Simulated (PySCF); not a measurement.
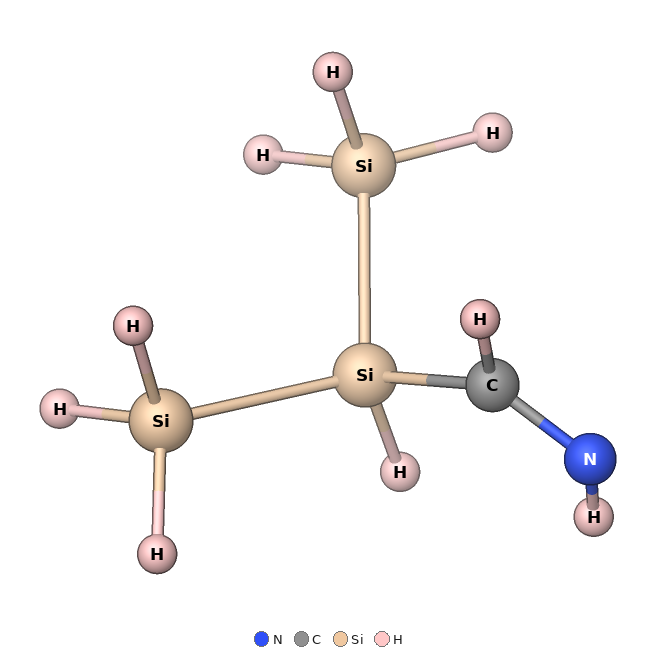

Atoms fade into the background with distance from the viewer. Computed geometry: PBE0-D3(BJ)/def2-SVP optimisation. No frequency run is at hand to confirm it as a minimum.

Which symmetry elements does this geometry have?

It has 1 mirror plane, so the point group is Cs. The group has 2 operations. The geometry is achiral, and symmetry allows a dipole moment.
